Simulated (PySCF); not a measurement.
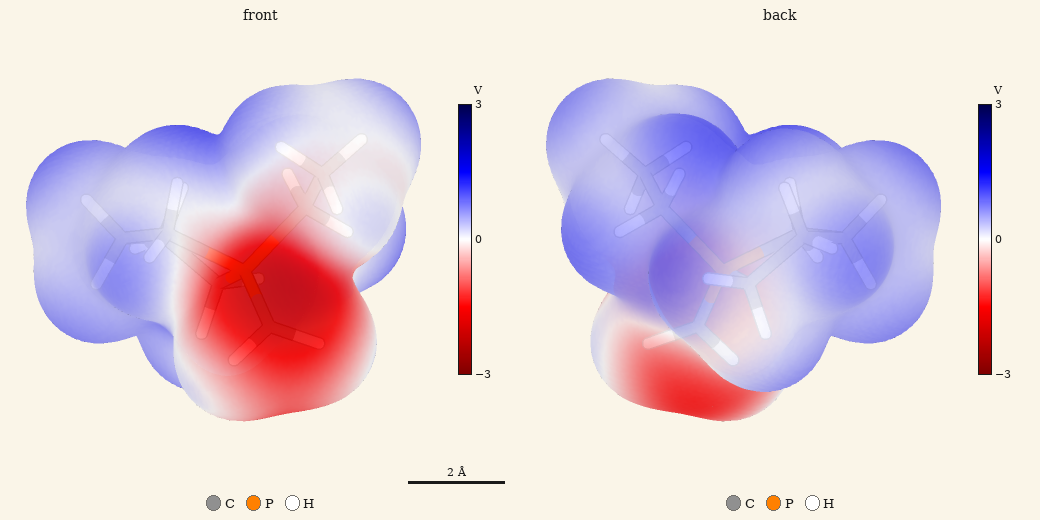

Figure. C7H15P (SMILES C=P1(CC)CCCC1). The electrostatic potential painted on the density surface at 0.002 e/bohr³, seen from the front and from behind; the colour scale runs from red (negative) to blue (positive).

Geometry: PBE0-D3(BJ)/def2-SVP.

Theory: PBE0/pcSseg-1, SCF density, gas phase, non-relativistic (PySCF).

```yaml
atoms:
  - { symbol: C, position_ang: [0.8061, -2.1287, 0.6709] }
  - { symbol: P, position_ang: [0.1721, -0.7114, 0.0488] }
  - { symbol: C, position_ang: [1.4183, 0.1689, -0.9698] }
  - { symbol: C, position_ang: [2.6848, 0.5293, -0.2118] }
  - { symbol: C, position_ang: [-1.3705, -0.5344, -1.0067] }
  - { symbol: C, position_ang: [-2.0194, 0.7702, -0.5606] }
  - { symbol: C, position_ang: [-1.9030, 0.8157, 0.9667] }
  - { symbol: C, position_ang: [-0.4686, 0.4414, 1.3459] }
  - { symbol: H, position_ang: [1.3925, -2.7645, 0.0029] }
  - { symbol: H, position_ang: [0.2637, -2.6193, 1.4830] }
  - { symbol: H, position_ang: [1.6431, -0.5107, -1.8096] }
  - { symbol: H, position_ang: [0.9316, 1.0560, -1.4080] }
  - { symbol: H, position_ang: [3.1179, -0.3649, 0.2574] }
  - { symbol: H, position_ang: [3.4330, 0.9775, -0.8828] }
  - { symbol: H, position_ang: [2.4819, 1.2550, 0.5916] }
  - { symbol: H, position_ang: [-1.1400, -0.5866, -2.0815] }
  - { symbol: H, position_ang: [-2.0073, -1.3997, -0.7592] }
  - { symbol: H, position_ang: [-1.4827, 1.6302, -0.9994] }
  - { symbol: H, position_ang: [-3.0673, 0.8563, -0.8900] }
  - { symbol: H, position_ang: [-2.1918, 1.7978, 1.3718] }
  - { symbol: H, position_ang: [-2.5995, 0.0777, 1.3990] }
  - { symbol: H, position_ang: [-0.3744, -0.0480, 2.3249] }
  - { symbol: H, position_ang: [0.1916, 1.3232, 1.3636] }
```

### Which sites attract a positive test charge, and which a negative one?

A positive charge is drawn to the negative regions and a negative charge to the positive ones. The most negative region (about −2.0 V) lies over C1, the most positive (about +0.9 V) over H12, H18 and H23.

### What dipole moment does the calculation give?

Its dipole moment is 3.04 D.
